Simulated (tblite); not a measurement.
**Run report: C6H17AsSi2, geometry relaxation (part 1 of 2)**

C6H17AsSi2, computed with GFN2-xTB geometry optimisation, gas phase (tblite 0.8.0).

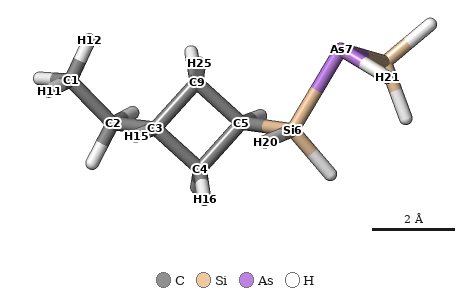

*The structure as given in the input (stick view, seen at a tilt; atoms are numbered from 1 in the order of the input).*

**Input file**
```
{"job": {"kind": "relax", "xc": "GFN2-xTB", "basis": "xTB"}, "charge": 0, "multiplicity": 1}
C     -3.464300     1.415000     0.879500
C     -2.770300     0.665800    -0.250200
C     -1.686900    -0.297400     0.321000
C     -0.910100    -1.016600    -0.779600
C      0.369500    -0.334300    -0.300600
Si     1.668500    -1.516600     0.359900
As     3.339900    -0.301100     1.427800
Si     4.128500     0.568800    -0.569000
C     -0.407500     0.395900     0.780300
H     -4.256400     2.078500     0.451600
H     -3.963800     0.702900     1.576800
H     -2.753600     2.041500     1.445500
H     -2.316100     1.392000    -0.937000
H     -3.516800     0.066800    -0.801500
H     -2.100600    -0.989900     1.082500
H     -0.917700    -2.125100    -0.608200
H     -1.189700    -0.725300    -1.802900
H      0.773000     0.357200    -1.076000
H      2.251800    -2.281500    -0.743000
H      1.057300    -2.437300     1.330000
H      4.334800    -1.499500     1.385600
H      4.255000    -0.514100    -1.559900
H      3.179900     1.578400    -1.059500
H      5.427400     1.184300    -0.355300
H     -0.134300     0.115600     1.820600
H     -0.418800     1.498800     0.627000
```

The first line tells a small driver script what to run in tblite; the rest is the geometry in Å.

Run on 1 CPU thread, shared host.

Command:
```bash
OMP_NUM_THREADS=1 python <driver script> task.json out
```

**Output**
```
step      E/eV     max force
  0    -743.74710    1.215
  1    -743.86782    0.529
  2    -743.92139    0.405
  3    -743.95116    0.268
  4    -743.96414    0.250
  5    -743.97500    0.215
  6    -743.98255    0.185
  7    -743.98664    0.096
  8    -743.98899    0.102
  9    -743.99114    0.105
 10    -743.99353    0.121
 11    -743.99613    0.104
 12    -743.99871    0.106
 13    -744.00119    0.104
 14    -744.00358    0.109
 15    -744.00580    0.088
 16    -744.00768    0.078
 17    -744.00917    0.080
 18    -744.01030    0.075
 19    -744.01120    0.066
 20    -744.01201    0.068
 21    -744.01284    0.066
 22    -744.01372    0.080
 23    -744.01455    0.069
 24    -744.01520    0.063
 25    -744.01571    0.049
 26    -744.01619    0.044
 27    -744.01675    0.065
 28    -744.01745    0.075
 29    -744.01826    0.086
 30    -744.01902    0.066
 31    -744.01957    0.040
 32    -744.01992    0.040
 33    -744.02018    0.040
 34    -744.02045    0.035
 35    -744.02075    0.039
 36    -744.02103    0.036
 37    -744.02127    0.039
 38    -744.02148    0.040
 39    -744.02169    0.033
 40    -744.02191    0.033
 41    -744.02215    0.033
 42    -744.02241    0.049
 43    -744.02270    0.050
 44    -744.02300    0.044
 45    -744.02326    0.037
 46    -744.02347    0.027
 47    -744.02363    0.030
 48    -744.02378    0.026
 49    -744.02393    0.031
 50    -744.02407    0.028
 51    -744.02424    0.035
 52    -744.02445    0.038
 53    -744.02471    0.036
 54    -744.02498    0.042
 55    -744.02523    0.030
 56    -744.02548    0.034
 57    -744.02576    0.043
 58    -744.02611    0.053
 59    -744.02652    0.061
 60    -744.02696    0.049
 61    -744.02737    0.040
 62    -744.02774    0.036
 63    -744.02809    0.050
 64    -744.02840    0.046
 65    -744.02864    0.031
 66    -744.02885    0.032
 67    -744.02907    0.043
 68    -744.02940    0.056
 69    -744.02996    0.062
 70    -744.03077    0.073
 71    -744.03174    0.067
 72    -744.03268    0.061
 73    -744.03349    0.069
 74    -744.03432    0.077
 75    -744.03539    0.076
 76    -744.03673    0.101
 77    -744.03668    0.165
 78    -744.03926    0.093
 79    -744.04021    0.073
 80    -744.04153    0.048
 81    -744.04194    0.054
 82    -744.04290    0.070
 83    -744.04344    0.053
 84    -744.04409    0.053
 85    -744.04462    0.057
 86    -744.04510    0.051
 87    -744.04545    0.061
 88    -744.04577    0.038
 89    -744.04614    0.044
 90    -744.04658    0.037
 91    -744.04682    0.034
 92    -744.04707    0.031
 93    -744.04729    0.034
 94    -744.04763    0.036
 95    -744.04806    0.046
 96    -744.04851    0.048
 97    -744.04890    0.049
 98    -744.04928    0.045
 99    -744.04971    0.041
100    -744.05022    0.054
101    -744.05073    0.051
102    -744.05119    0.054
103    -744.05164    0.056
104    -744.05222    0.060
105    -744.05292    0.060
106    -744.05340    0.050
107    -744.05376    0.050
108    -744.05403    0.033
109    -744.05443    0.035
110    -744.05473    0.040
111    -744.05502    0.039
112    -744.05523    0.033
113    -744.05539    0.023
114    -744.05551    0.021
115    -744.05564    0.027
116    -744.05577    0.027
117    -744.05592    0.026
118    -744.05603    0.024
119    -744.05612    0.018
120    -744.05619    0.015
121    -744.05629    0.024
122    -744.05640    0.023
123    -744.05649    0.018
124    -744.05655    0.018
125    -744.05661    0.013
126    -744.05667    0.017
127    -744.05673    0.014
128    -744.05677    0.009
```

**Trajectory as extended XYZ (Å, eV, eV/Å), 19 of the 129 frames kept, from step=0 to step=128**
```
26
Properties=species:S:1:pos:R:3:forces:R:3 step=0 energy=-743.74710
C    -3.4643    1.4150    0.8795   -0.8000   0.3270   0.1750
C    -2.7703    0.6658   -0.2502    0.1090  -0.6390   0.6250
C    -1.6869   -0.2974    0.3210   -1.0430   0.5040  -0.3670
C    -0.9101   -1.0166   -0.7796   -0.0640  -0.9050   0.0030
C     0.3695   -0.3343   -0.3006    0.5630   0.1900  -0.7900
Si    1.6685   -1.5166    0.3599    0.6790  -0.0120   0.3370
As    3.3399   -0.3011    1.4278    0.2780  -0.3100   0.1040
Si    4.1285    0.5688   -0.5690   -0.2010  -0.2790   0.1390
C    -0.4075    0.3959    0.7803   -0.0330   0.6840   0.6010
H    -4.2564    2.0785    0.4516    0.6040  -0.4440   0.4240
H    -3.9638    0.7029    1.5768    0.4300   0.5520  -0.4660
H    -2.7536    2.0415    1.4455   -0.3630  -0.3630  -0.2480
H    -2.3161    1.3920   -0.9370   -0.0020  -0.3050   0.1200
H    -3.5168    0.0668   -0.8015    0.3010   0.2330   0.1250
H    -2.1006   -0.9899    1.0825   -0.0440   0.4870  -0.4380
H    -0.9177   -2.1251   -0.6082    0.0040   0.8720  -0.6640
H    -1.1897   -0.7253   -1.8029   -0.0730  -0.4810   0.3680
H     0.7730    0.3572   -1.0760   -0.0930  -0.4130   0.4880
H     2.2518   -2.2815   -0.7430   -0.1360  -0.2330  -0.1760
H     1.0573   -2.4373    1.3300   -0.1270  -0.0900  -0.0670
H     4.3348   -1.4995    1.3856   -0.4100   0.4330   0.0050
H     4.2550   -0.5141   -1.5599    0.0590   0.1960  -0.0950
H     3.1799    1.5784   -1.0595    0.0890   0.0190  -0.0730
H     5.4274    1.1843   -0.3553    0.2350   0.1550  -0.0810
H    -0.1343    0.1156    1.8206    0.0220   0.4970  -0.5090
H    -0.4188    1.4988    0.6270    0.0140  -0.6760   0.4630
26
Properties=species:S:1:pos:R:3:forces:R:3 step=7 energy=-743.98664
C    -3.4839    1.4190    0.8824   -0.0380   0.0230   0.0360
C    -2.7785    0.6542   -0.2305   -0.0030   0.0130   0.0240
C    -1.7014   -0.2785    0.3053   -0.0670  -0.0150  -0.0150
C    -0.9083   -1.0253   -0.7781   -0.0200  -0.0800  -0.0210
C     0.3874   -0.3497   -0.2987   -0.0360   0.0150  -0.0670
Si    1.7160   -1.5249    0.3785   -0.0280   0.0170   0.0050
As    3.3616   -0.2956    1.4637   -0.0510  -0.0160  -0.0710
Si    4.1327    0.5576   -0.5485    0.0110  -0.0130   0.0060
C    -0.4085    0.4055    0.7790   -0.0230   0.0320   0.0620
H    -4.2487    2.0770    0.4691    0.0550  -0.0560   0.0540
H    -3.9580    0.7251    1.5767    0.0060   0.0630  -0.0460
H    -2.7717    2.0256    1.4402   -0.0410  -0.0290  -0.0220
H    -2.3136    1.3597   -0.9206   -0.0210   0.0540  -0.0580
H    -3.5111    0.0694   -0.7939    0.0120  -0.0030   0.0230
H    -2.1367   -0.9438    1.0532   -0.0060  -0.0130   0.0290
H    -0.9190   -2.1089   -0.6778    0.0080  -0.0240   0.0220
H    -1.2104   -0.7817   -1.7965    0.0350   0.0570   0.0120
H     0.7903    0.3289   -1.0532    0.0870  -0.0400   0.0050
H     2.2210   -2.3213   -0.7581   -0.0650  -0.0570   0.0280
H     1.0442   -2.4490    1.3099   -0.0070  -0.0550  -0.0130
H     4.3035   -1.4682    1.3886    0.0110   0.0240   0.0600
H     4.2687   -0.4797   -1.5838    0.0390   0.0800  -0.0200
H     3.2032    1.5727   -1.0656    0.0340   0.0130   0.0010
H     5.4389    1.1968   -0.3762    0.0750   0.0450  -0.0290
H    -0.1225    0.1671    1.8043    0.0150  -0.0260   0.0560
H    -0.4160    1.4908    0.6764    0.0190  -0.0100  -0.0620
26
Properties=species:S:1:pos:R:3:forces:R:3 step=14 energy=-744.00358
C    -3.4848    1.4210    0.8849   -0.0740   0.0450   0.0670
C    -2.7814    0.6589   -0.2295   -0.0350  -0.0220   0.0250
C    -1.7073   -0.2786    0.3064   -0.0190   0.0010  -0.0280
C    -0.9145   -1.0292   -0.7759    0.0350  -0.0440  -0.0550
C     0.3830   -0.3620   -0.2940    0.0420  -0.0240  -0.0380
Si    1.6996   -1.5442    0.3804    0.0550  -0.0740   0.0280
As    3.3405   -0.2924    1.4422   -0.0090   0.0690  -0.0160
Si    4.1638    0.5719   -0.5473   -0.0200  -0.0130  -0.0520
C    -0.4114    0.3996    0.7789    0.0440   0.0690   0.0320
H    -4.2507    2.0797    0.4798    0.0340   0.0050  -0.0190
H    -3.9673    0.7330    1.5767    0.0270  -0.0200  -0.0080
H    -2.7749    2.0242    1.4464    0.0060  -0.0040  -0.0050
H    -2.3338    1.3667   -0.9296    0.0470   0.0170  -0.0060
H    -3.5135    0.0688   -0.7841   -0.0520  -0.0310  -0.0210
H    -2.1504   -0.9376    1.0560    0.0220  -0.0170   0.0060
H    -0.9205   -2.1150   -0.6844   -0.0500   0.0350   0.0150
H    -1.2038   -0.7706   -1.7928   -0.0260   0.0170  -0.0300
H     0.8257    0.2996   -1.0443   -0.0720  -0.0050   0.0200
H     2.1709   -2.3677   -0.7463    0.0100  -0.0450  -0.0540
H     1.0365   -2.4825    1.2996   -0.0300  -0.0300   0.0750
H     4.3013   -1.4469    1.4293    0.0160  -0.0240   0.0180
H     4.3021   -0.4309   -1.6131    0.0360  -0.0030  -0.0140
H     3.2314    1.5843   -1.0630    0.0110   0.0520   0.0150
H     5.4712    1.2190   -0.3964    0.0230   0.0120   0.0440
H    -0.1221    0.1715    1.8069   -0.0130  -0.0180   0.0220
H    -0.4107    1.4816    0.6587   -0.0060   0.0500  -0.0220
26
Properties=species:S:1:pos:R:3:forces:R:3 step=21 energy=-744.01284
C    -3.4890    1.4223    0.8897   -0.0240   0.0300   0.0390
C    -2.7899    0.6591   -0.2268    0.0080  -0.0150   0.0160
C    -1.7090   -0.2743    0.3019    0.0070  -0.0150   0.0090
C    -0.9203   -1.0290   -0.7812    0.0240  -0.0110  -0.0070
C     0.3841   -0.3800   -0.2889    0.0110  -0.0190  -0.0190
Si    1.6957   -1.5806    0.3845   -0.0280   0.0150  -0.0230
As    3.3296   -0.2806    1.4146   -0.0500   0.0010  -0.0070
Si    4.1830    0.5839   -0.5640   -0.0080  -0.0060  -0.0080
C    -0.4093    0.4008    0.7762    0.0340  -0.0030  -0.0160
H    -4.2470    2.0874    0.4829   -0.0170  -0.0010  -0.0080
H    -3.9703    0.7331    1.5799   -0.0100  -0.0100   0.0010
H    -2.7768    2.0216    1.4506    0.0380   0.0070   0.0160
H    -2.3406    1.3668   -0.9267    0.0030   0.0090  -0.0200
H    -3.5268    0.0680   -0.7763   -0.0030  -0.0080  -0.0170
H    -2.1406   -0.9382    1.0535   -0.0150  -0.0120   0.0160
H    -0.9462   -2.1144   -0.6877   -0.0270   0.0350  -0.0300
H    -1.2032   -0.7594   -1.7985   -0.0020  -0.0150   0.0130
H     0.8287    0.2814   -1.0390   -0.0150  -0.0390   0.0260
H     2.1430   -2.4147   -0.7525   -0.0060   0.0120   0.0420
H     1.0276   -2.5074    1.3228    0.0400   0.0520  -0.0070
H     4.2992   -1.4279    1.4642    0.0220  -0.0050  -0.0180
H     4.3413   -0.4031   -1.6424    0.0080   0.0130  -0.0060
H     3.2576    1.6168   -1.0558    0.0250   0.0060  -0.0060
H     5.4898    1.2313   -0.3852   -0.0140  -0.0160   0.0420
H    -0.1295    0.1766    1.8093   -0.0150   0.0250  -0.0360
H    -0.4021    1.4831    0.6408    0.0130  -0.0330   0.0080
26
Properties=species:S:1:pos:R:3:forces:R:3 step=28 energy=-744.01745
C    -3.4900    1.4261    0.8985    0.0150  -0.0290  -0.0260
C    -2.7949    0.6598   -0.2201    0.0340  -0.0250  -0.0240
C    -1.7114   -0.2754    0.3014    0.0260  -0.0020   0.0080
C    -0.9302   -1.0319   -0.7876   -0.0050   0.0060   0.0100
C     0.3803   -0.3978   -0.2933   -0.0160   0.0170   0.0020
Si    1.6936   -1.5912    0.3823   -0.0650  -0.0110  -0.0220
As    3.3099   -0.2762    1.3963    0.0600   0.0290   0.0350
Si    4.1868    0.5862   -0.5706    0.0250   0.0350   0.0040
C    -0.4057    0.3960    0.7684    0.0010  -0.0110  -0.0150
H    -4.2467    2.0907    0.4883    0.0060   0.0210   0.0210
H    -3.9749    0.7354    1.5845   -0.0020   0.0040   0.0230
H    -2.7702    2.0189    1.4585   -0.0200   0.0010  -0.0010
H    -2.3463    1.3642   -0.9246    0.0000   0.0240   0.0050
H    -3.5302    0.0680   -0.7721   -0.0230   0.0030   0.0190
H    -2.1376   -0.9409    1.0564    0.0000   0.0160  -0.0140
H    -0.9749   -2.1166   -0.7055    0.0120   0.0010  -0.0010
H    -1.2078   -0.7534   -1.8040   -0.0150   0.0100   0.0170
H     0.8308    0.2594   -1.0423   -0.0070  -0.0170  -0.0120
H     2.1305   -2.4423   -0.7413    0.0130  -0.0150  -0.0020
H     1.0405   -2.4946    1.3461   -0.0100  -0.0130   0.0250
H     4.3001   -1.4089    1.4664   -0.0200   0.0150  -0.0180
H     4.3675   -0.3805   -1.6644   -0.0090   0.0150   0.0140
H     3.2873    1.6423   -1.0608    0.0050  -0.0100  -0.0170
H     5.4913    1.2242   -0.3438   -0.0030  -0.0220   0.0200
H    -0.1309    0.1840    1.8054    0.0110  -0.0070  -0.0430
H    -0.3878    1.4772    0.6236   -0.0130  -0.0340  -0.0080
26
Properties=species:S:1:pos:R:3:forces:R:3 step=36 energy=-744.02103
C    -3.4880    1.4245    0.9061    0.0150   0.0030  -0.0050
C    -2.7974    0.6600   -0.2173    0.0070  -0.0150   0.0110
C    -1.7130   -0.2785    0.2984    0.0140   0.0060   0.0130
C    -0.9414   -1.0375   -0.7949   -0.0170   0.0070  -0.0020
C     0.3755   -0.4133   -0.3073   -0.0140   0.0170   0.0100
Si    1.6848   -1.6010    0.3866   -0.0160  -0.0010  -0.0110
As    3.2992   -0.2638    1.3863    0.0150  -0.0190   0.0200
Si    4.1962    0.6019   -0.5675    0.0130   0.0170   0.0020
C    -0.4020    0.3894    0.7524   -0.0050   0.0090   0.0050
H    -4.2405    2.0972    0.5016   -0.0130   0.0060  -0.0020
H    -3.9761    0.7375    1.5940    0.0100  -0.0060  -0.0030
H    -2.7670    2.0149    1.4660    0.0180   0.0000   0.0170
H    -2.3522    1.3688   -0.9213   -0.0210  -0.0240   0.0170
H    -3.5396    0.0695   -0.7615    0.0040   0.0140  -0.0100
H    -2.1382   -0.9391    1.0578    0.0090   0.0020  -0.0080
H    -0.9913   -2.1221   -0.7227   -0.0020  -0.0120   0.0040
H    -1.2264   -0.7442   -1.8041   -0.0030  -0.0150  -0.0270
H     0.8306    0.2349   -1.0609    0.0030  -0.0070  -0.0150
H     2.1248   -2.4705   -0.7224    0.0060  -0.0070   0.0110
H     1.0439   -2.4875    1.3764   -0.0140   0.0050  -0.0100
H     4.2950   -1.3915    1.4535   -0.0200   0.0150  -0.0020
H     4.3837   -0.3519   -1.6699    0.0050  -0.0150   0.0090
H     3.3157    1.6632   -1.0783    0.0110   0.0160   0.0080
H     5.5056    1.2104   -0.2945   -0.0060   0.0040  -0.0120
H    -0.1181    0.1828    1.7870    0.0020  -0.0070  -0.0020
H    -0.3849    1.4687    0.6023    0.0020   0.0050  -0.0170
26
Properties=species:S:1:pos:R:3:forces:R:3 step=43 energy=-744.02270
C    -3.4824    1.4247    0.9147    0.0110  -0.0190  -0.0080
C    -2.8001    0.6582   -0.2120    0.0030   0.0080  -0.0150
C    -1.7133   -0.2805    0.2963    0.0020   0.0090  -0.0010
C    -0.9501   -1.0409   -0.8023   -0.0150  -0.0040   0.0100
C     0.3693   -0.4175   -0.3215    0.0130  -0.0060   0.0090
Si    1.6735   -1.6013    0.3866    0.0480  -0.0110   0.0100
As    3.2911   -0.2591    1.3860   -0.0130  -0.0200  -0.0100
Si    4.2025    0.6151   -0.5604    0.0070   0.0000   0.0130
C    -0.4000    0.3909    0.7399   -0.0130  -0.0150  -0.0160
H    -4.2351    2.0991    0.5131    0.0010   0.0110   0.0120
H    -3.9693    0.7356    1.6006   -0.0090  -0.0070   0.0220
H    -2.7571    2.0097    1.4756    0.0020   0.0000  -0.0050
H    -2.3576    1.3656   -0.9177    0.0030   0.0060  -0.0010
H    -3.5463    0.0736   -0.7572    0.0010  -0.0080   0.0170
H    -2.1309   -0.9416    1.0594    0.0040   0.0100  -0.0100
H    -1.0009   -2.1249   -0.7275    0.0020  -0.0320   0.0160
H    -1.2401   -0.7550   -1.8128   -0.0010   0.0180   0.0020
H     0.8278    0.2205   -1.0807    0.0010   0.0260  -0.0190
H     2.1277   -2.4883   -0.7029   -0.0070   0.0080   0.0000
H     1.0282   -2.4806    1.3812   -0.0120   0.0200  -0.0130
H     4.2864   -1.3867    1.4443   -0.0160   0.0090   0.0060
H     4.3929   -0.3470   -1.6551   -0.0020  -0.0040  -0.0030
H     3.3389    1.6868   -1.0797    0.0100  -0.0030   0.0140
H     5.5167    1.2113   -0.2811   -0.0150   0.0020  -0.0040
H    -0.1084    0.1846    1.7730   -0.0060   0.0150  -0.0140
H    -0.3844    1.4701    0.5859    0.0020  -0.0130  -0.0120
26
Properties=species:S:1:pos:R:3:forces:R:3 step=50 energy=-744.02407
C    -3.4763    1.4218    0.9246    0.0100  -0.0060  -0.0020
C    -2.8024    0.6569   -0.2091   -0.0090   0.0060  -0.0060
C    -1.7120   -0.2820    0.2910   -0.0150   0.0060   0.0070
C    -0.9560   -1.0495   -0.8076   -0.0140   0.0160   0.0090
C     0.3677   -0.4251   -0.3368   -0.0050   0.0030   0.0000
Si    1.6705   -1.6030    0.3829    0.0110   0.0000   0.0000
As    3.2793   -0.2557    1.3848   -0.0110   0.0150  -0.0070
Si    4.2096    0.6229   -0.5514   -0.0030  -0.0060   0.0090
C    -0.3965    0.3903    0.7225   -0.0110   0.0030  -0.0020
H    -4.2284    2.1028    0.5318    0.0090  -0.0080   0.0030
H    -3.9629    0.7335    1.6123    0.0080  -0.0010   0.0030
H    -2.7448    2.0022    1.4822    0.0040  -0.0040   0.0020
H    -2.3645    1.3656   -0.9163   -0.0070   0.0020  -0.0060
H    -3.5529    0.0723   -0.7478   -0.0020  -0.0050   0.0020
H    -2.1255   -0.9391    1.0589    0.0030  -0.0060   0.0120
H    -1.0106   -2.1340   -0.7262    0.0090   0.0150  -0.0110
H    -1.2512   -0.7606   -1.8159    0.0050  -0.0220  -0.0040
H     0.8220    0.2111   -1.1007    0.0040  -0.0010  -0.0140
H     2.1281   -2.5056   -0.6907    0.0000   0.0040  -0.0150
H     1.0073   -2.4637    1.3808   -0.0020   0.0000   0.0030
H     4.2735   -1.3804    1.4436    0.0120  -0.0170   0.0190
H     4.4014   -0.3415   -1.6439   -0.0050   0.0040  -0.0080
H     3.3650    1.7077   -1.0721   -0.0180  -0.0070   0.0030
H     5.5234    1.2148   -0.2669    0.0100  -0.0060   0.0140
H    -0.1030    0.1933    1.7565    0.0120   0.0100  -0.0030
H    -0.3818    1.4676    0.5590    0.0050   0.0060  -0.0080
26
Properties=species:S:1:pos:R:3:forces:R:3 step=57 energy=-744.02576
C    -3.4642    1.4159    0.9384   -0.0070   0.0070   0.0050
C    -2.8085    0.6537   -0.2070   -0.0060  -0.0060   0.0150
C    -1.7116   -0.2809    0.2869    0.0110  -0.0060  -0.0250
C    -0.9639   -1.0561   -0.8122    0.0200  -0.0130  -0.0160
C     0.3639   -0.4283   -0.3570    0.0010  -0.0090  -0.0250
Si    1.6663   -1.6027    0.3718   -0.0200   0.0230  -0.0020
As    3.2657   -0.2534    1.3847   -0.0130   0.0230   0.0090
Si    4.2192    0.6295   -0.5381   -0.0280  -0.0300   0.0140
C    -0.3931    0.3980    0.6986    0.0170   0.0090  -0.0130
H    -4.2168    2.1034    0.5587    0.0020   0.0000   0.0080
H    -3.9461    0.7269    1.6294    0.0110   0.0060  -0.0070
H    -2.7209    1.9880    1.4896   -0.0080  -0.0020  -0.0040
H    -2.3831    1.3644   -0.9205    0.0000  -0.0240   0.0050
H    -3.5649    0.0660   -0.7343    0.0010   0.0030   0.0050
H    -2.1169   -0.9330    1.0647    0.0210   0.0110  -0.0110
H    -1.0128   -2.1403   -0.7252   -0.0100   0.0020   0.0180
H    -1.2638   -0.7809   -1.8231   -0.0120   0.0140   0.0130
H     0.8134    0.1984   -1.1321    0.0060  -0.0050   0.0060
H     2.1278   -2.5148   -0.6930   -0.0090   0.0080   0.0040
H     0.9828   -2.4401    1.3762    0.0180  -0.0260  -0.0060
H     4.2583   -1.3780    1.4682    0.0130  -0.0130   0.0030
H     4.4025   -0.3302   -1.6367    0.0120   0.0110  -0.0040
H     3.3754    1.7174   -1.0541   -0.0020   0.0010   0.0040
H     5.5347    1.2098   -0.2379    0.0010  -0.0060  -0.0010
H    -0.0870    0.2178    1.7320    0.0010   0.0010   0.0020
H    -0.3773    1.4721    0.5174   -0.0180   0.0210   0.0000
```
